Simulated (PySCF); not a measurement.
# SiB (quartet): what the fields show

```xyz
2

Si    0.0000    0.0000   -0.5422
B     0.0000    0.0000    1.3778
```

All numbers below come from PBE0/cc-pVDZ(-PP), non-relativistic Hamiltonian with scalar-relativistic core potentials where named, at a bond length of 1.920 Å (PySCF 2.14.0).

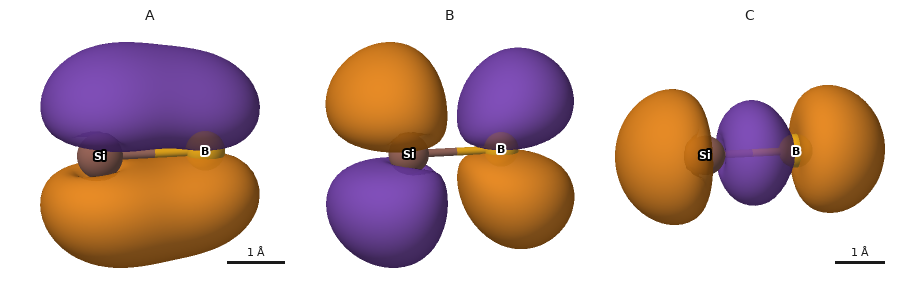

Figure 1. Three frontier α-spin orbitals, each drawn at the value that holds 80 % of its norm (orange and purple are the two phases), in no order; of a degenerate pair one member is drawn.

Label each orbital by symmetry, say whether it is occupied, and order them by energy.

Orbital A: π, occupied in this spin, −6.80 eV; bonding, with no node between the atoms.
Orbital C: σ, occupied in this spin, −6.71 eV; shared between the atoms (Si 45 %, B 55 %).
Orbital B: π, empty in this spin, −1.65 eV; antibonding, with a node between the atoms.

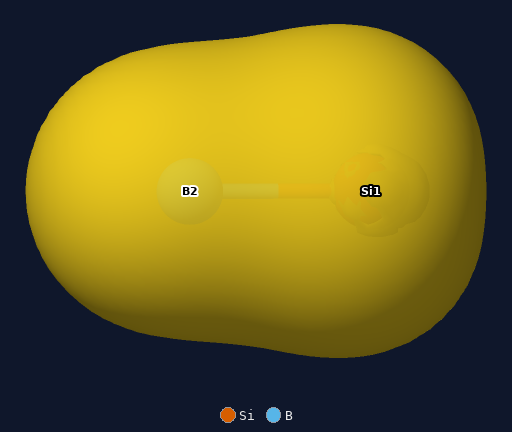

Figure 2. Isosurface of the spin density (α minus β) at +0.02 e/Å³ (yellow), seen from one side.

Describe the spin distribution.

The unpaired spin (3 electrons) lies mostly on B2 (about 1.6) and Si1 (about 1.4), in electrons by Hirshfeld's partition.

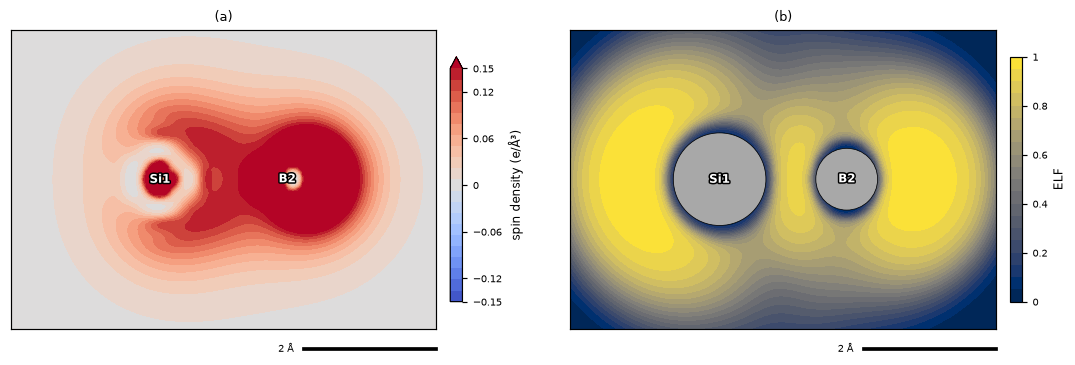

Figure 3. (a) spin density (α minus β); (b) electron localisation function on a plane that holds the molecular axis. Grey discs cover the atomic cores in the ELF map.

What does the map show?

The section cuts through Si and B sites.
Si–B (1.92 Å): the ELF peaks at about 0.95 between the atoms (a covalent bond).
The ELF also peaks beside Si1 and B2, away from the bonds: non-bonding electrons, paired or unpaired.
